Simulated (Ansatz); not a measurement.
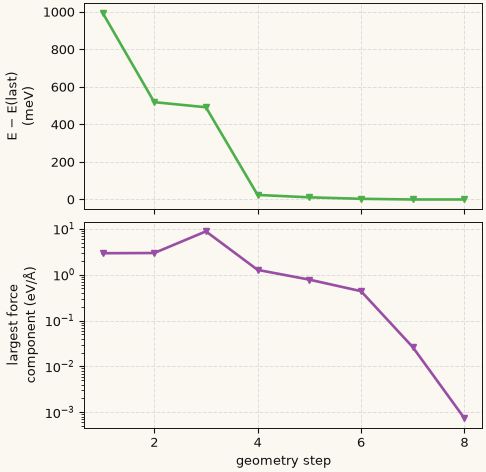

History of a geometry optimisation.

```
crystal:
  periodic: [false, false, false]
  atoms:
    - {symbol: H, position_ang: [-1.348273, 0.088904, -0.209740]}
    - {symbol: O, position_ang: [-0.569162, -0.059132, -0.894497]}
    - {symbol: Si, position_ang: [0.189450, 0.061152, 0.570205]}
    - {symbol: H, position_ang: [1.727984, -0.090824, 0.534032]}
basis:
  gaussian: {orbitals: def2-TZVP}
hamiltonian: {xc: pbe0, dispersion: d4}
relax: {f_tol: 0.005, max_steps: 200}
```

Command:
```bash
ansatz run in.yaml --threads 2 --pin off --events-out ev --progress --plain --max-ram 4352MiB
```

Question: How did the optimisation end?

Answer: The optimisation met its thresholds at geometry 8, counting the start as the first. The energy fell by about 1000 meV from the first step to the last. The largest force component goes from about 2.9 eV/Å at the start to 7 × 10⁻⁴ eV/Å at the end, with a peak of 8.8 eV/Å at step 3.

Question: By which step was nine tenths of the energy gained?

Answer: By step 4 of 8.
